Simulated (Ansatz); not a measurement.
# ClFGeH$_{4}$Si: what the fields show

The calculation's input:

```
crystal:
  periodic: [false, false, false]
  atoms:
    - {symbol: Cl, position_ang: [-1.113686, 3.806993, -0.442453]}
    - {symbol: F, position_ang: [-1.120995, 1.776743, 1.813265]}
    - {symbol: Ge, position_ang: [1.121594, 0.927894, -0.476051]}
    - {symbol: Si, position_ang: [-0.046792, 2.553701, 0.845104]}
    - {symbol: H, position_ang: [0.808936, 3.408945, 1.724310]}
    - {symbol: H, position_ang: [1.903757, -0.065428, 0.426820]}
    - {symbol: H, position_ang: [2.122518, 1.651691, -1.417149]}
    - {symbol: H, position_ang: [0.097722, 0.140317, -1.335089]}
basis:
  gaussian: {orbitals: def2-TZVPD}
hamiltonian: {xc: pbe0}
output: {forces: true, orbitals: {seedname: orbitals}}
```

Command:

```sh
ansatz run input.yaml --threads 2 --pin off --max-ram 4350MiB --events-out events.jsonl --progress --plain --runs-dir runs
```

Geometry: BLYP-D3(BJ)/def2-SVP.

Computed with Ansatz, isolated molecule in a Gaussian basis; Kohn-Sham density functional theory, functional PBE0.

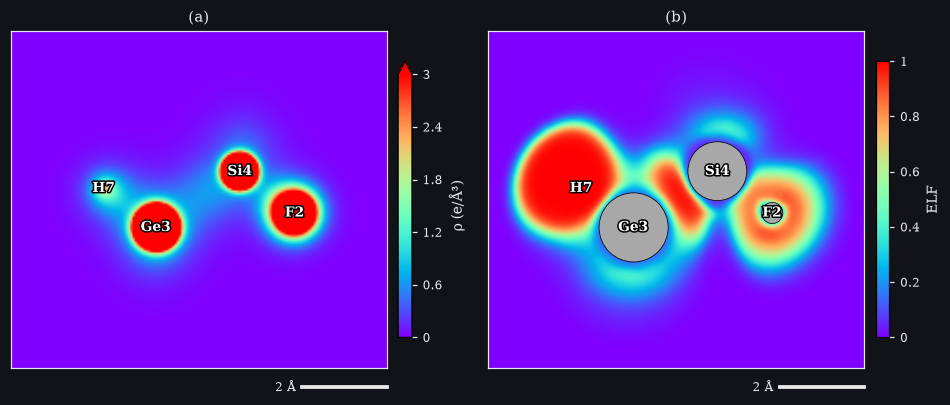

Figure 1. (a) electron density; (b) ELF on the plane of atoms Si4, Ge3 and H7. Grey discs cover the atomic cores in the ELF map.

What do the fields say about this system?

Atoms in the plane: F, Ge, Si and H.
Si–F (1.64 Å): ρ is about 1.1 e/Å³ halfway; the ELF peaks at about 0.85 in the valence shell of F, 0.6 Å from its nucleus, and is about 0.55 at the midpoint.
Si–Ge (2.40 Å): the density is about 0.62 e/Å³ at the midpoint; the ELF peaks at about 1 between the atoms, as expected for a covalent bond.
Ge–H (1.55 Å): ρ at the midpoint is about 1 e/Å³; the ELF climbs to about 1 towards the hydrogen.
The ELF also peaks beside F2, away from the bonds: lone-pair regions.

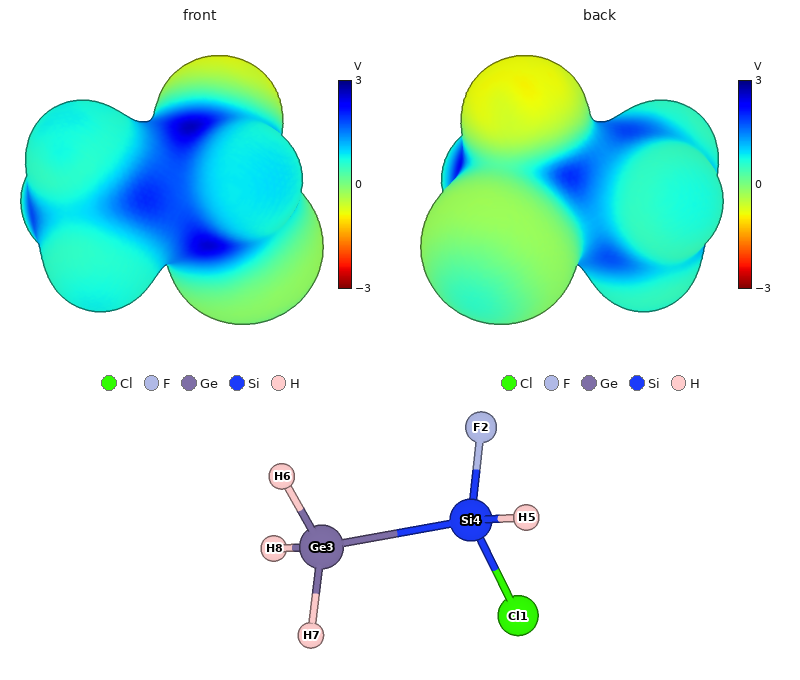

Figure 2. The electrostatic potential painted on the density surface at 0.004 e/bohr³, seen from the front and from behind; red is negative and blue positive. The bare structure is drawn below in the same view.

Describe the electrostatic potential map.

The most negative region (about −0.9 V, or −21 kcal/mol for a unit charge) lies over F2, the most positive (about +2.4 V, or +55 kcal/mol for a unit charge) over Si4. Cl1 shows a σ-hole: about +0.5 V, or +12 kcal/mol for a unit charge at the tip opposite its bond, against about −0.2 V on its flanks.

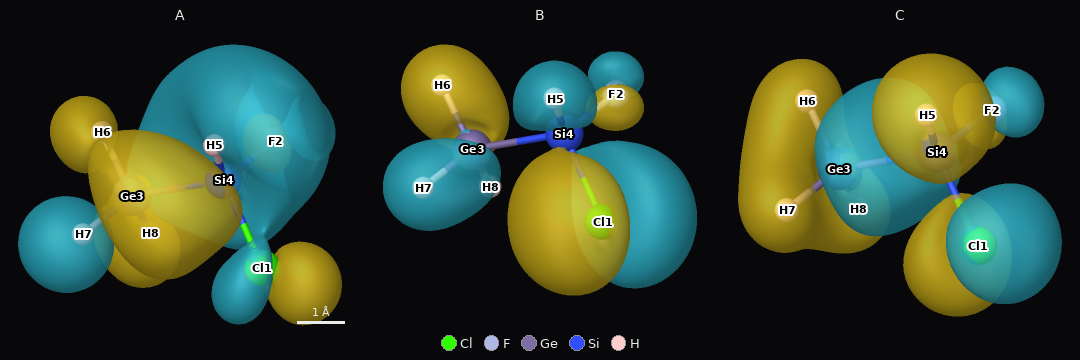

Figure 3. Three frontier orbitals at ±0.05 Å⁻³ᐟ² (yellow and cyan are the two phases), in no order.

Which picture is the HOMO−1, the HOMO and the LUMO?

B is the HOMO−1 (−9.65 eV). Its weight (Hirshfeld) is mainly on Cl1 (about 80 %); largely a lone pair of Cl1. C is the HOMO (−8.43 eV). It lies mainly on Ge3 (about 30 %), Si4 (about 25 %), Cl1 (about 25 %) and H5 (about 10 %). A is the LUMO (−0.69 eV). It lies mainly on Si4 (about 45 %), Ge3 (about 20 %), Cl1 (about 10 %), F2 (about 5 %) and H5 (about 5 %).

What is the HOMO–LUMO gap?

7.74 eV between the orbital energies.
